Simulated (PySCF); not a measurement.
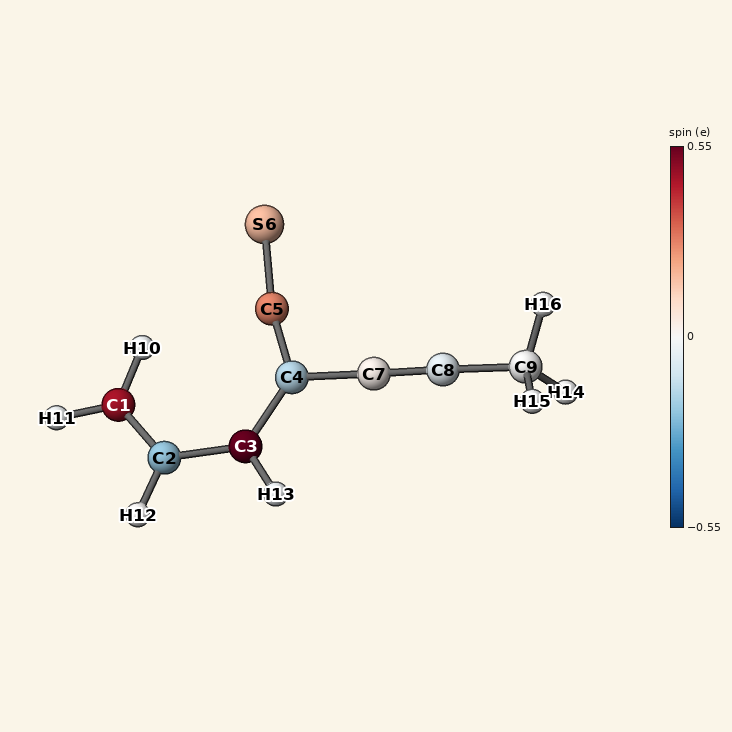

Atoms are coloured by their Mulliken spin populations. Charge 0, doublet. The geometry was computed by an optimisation with GFN2-xTB. No frequency run is at hand to confirm it as a minimum. Properties computed with UKS B3LYP, pcH-1 on C H S, non-relativistic (PySCF 2.14.0).

List the Mulliken spin populations.

```
atom  value (e)
  C1       0.45
  C2      −0.21
  C3       0.55
  C4      −0.15
  C5       0.27
  S6       0.17
  C7       0.03
  C8      −0.05
  C9       0.00
 H10      −0.02
 H11      −0.02
 H12       0.01
 H13      −0.03
 H14       0.00
 H15       0.00
 H16       0.00
```

Mulliken values depend strongly on the basis set.
